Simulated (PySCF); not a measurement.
**SiH2SF (SMILES F[SiH2][S]) at UHF/6-311+G(d,p)**

Aim: the vertical ionisation energy of SiH2SF at UHF/6-311+G**, from 2 runs. The job is set up through a Python script.

Program for the calculation: PySCF 2.14.0.

## 1. The system as given

SiH2SF: 5 atoms, total charge 0, spin state doublet. As SMILES, `F[SiH2][S]`. Geometry: relaxed at PBE0-D4/def2-TZVP.

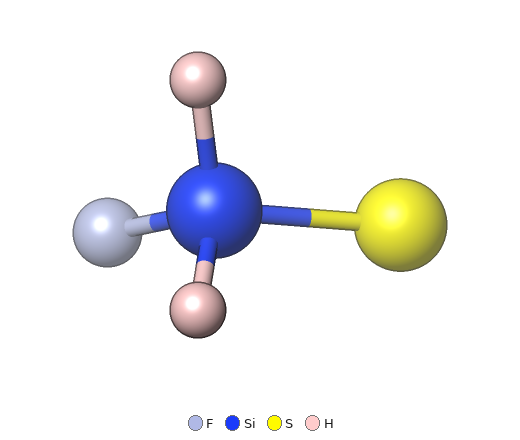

Viewed from a chosen angle; fluorine light blue, silicon blue, sulfur yellow, hydrogen pink.

## 2. A single-point energy at UHF/6-311+G(d,p)

File calc.py:

```python
# F[SiH2][S]
from pyscf import gto, scf

mol = gto.M(
    atom='''
F       -0.324300      -0.023300       1.585400
Si       0.086000      -0.081000       0.044500
S       -1.148000       1.061300      -1.211000
H       -0.023500      -1.493100      -0.391000
H        1.459700       0.462600      -0.069300
''',
    charge=0,
    spin=1,
    max_memory=1860,
    basis='6-311+g**',
    verbose=3,
)

calc0 = scf.UHF(mol)
calc0.conv_tol = 1e-10
calc0.kernel()
if not calc0.converged:
    calc0 = calc0.newton().run(calc0.mo_coeff, calc0.mo_occ)

etot = calc0.e_tot
print(f'total energy: {etot:.8f} hartree')
```

Launch:

```bash
OMP_NUM_THREADS=1 python calc.py
```

What it wrote:

```text
converged SCF energy = -787.171454931294  <S^2> = 0.7578755  2S+1 = 2.0078601
total energy: -787.17145493 hartree
```

Run time: 2.1 s. Hardware: 1 thread of Arm Neoverse V2, shared host; peak memory 0.18 GiB.

## 3. The singlet cation at the same level

File input.py:

```python
from pyscf import gto

mol = gto.Mole()
mol.atom = [
    ('F', (-0.324300, -0.023300, 1.585400)),
    ('Si', (0.086000, -0.081000, 0.044500)),
    ('S', (-1.148000, 1.061300, -1.211000)),
    ('H', (-0.023500, -1.493100, -0.391000)),
    ('H', (1.459700, 0.462600, -0.069300)),
]
mol.max_memory = 1860
mol.basis = '6-311+g**'
mol.charge = 1
mol.spin = 0
mol.verbose = 3
mol.build()

mf = mol.RHF()
mf.conv_tol = 1e-10
mf.kernel()
if not mf.converged:
    mf = mf.newton().run(mf.mo_coeff, mf.mo_occ)

e_tot = mf.e_tot
print('E = %.10f Eh' % e_tot)
```

Launch:

```bash
OMP_NUM_THREADS=1 python input.py
```

What it wrote:

```text
converged SCF energy = -786.751476996756
E = -786.7514769968 Eh
```

It took 1.5 s on 1 thread of Arm Neoverse V2, shared host; peak memory 0.19 GiB.

## 4. Results

Level: UHF/6-311+G**.

| quantity | value |
| --- | --- |
| doublet SiH2SF: total energy | -787.17145 Eh |
| doublet SiH2SF: dipole moment | 1.55 D |
| doublet SiH2SF: HOMO energy (highest over α and β) | -10.73 eV |
| doublet SiH2SF: LUMO energy (lowest over α and β) | -0.66 eV |
| doublet SiH2SF: ⟨S²⟩ | 0.758 |
| singlet cation: total energy | -786.75148 Eh |
| singlet cation: HOMO energy | -19.45 eV |
| singlet cation: LUMO energy | -10.15 eV |
| singlet cation: HOMO–LUMO gap | 9.30 eV |
| vertical ionisation energy (to the singlet cation) | 11.428 eV |

Removing an electron at fixed nuclei costs 11.43 eV (264 kcal/mol). Only the singlet of the ionised species was computed; a triplet could lie lower.
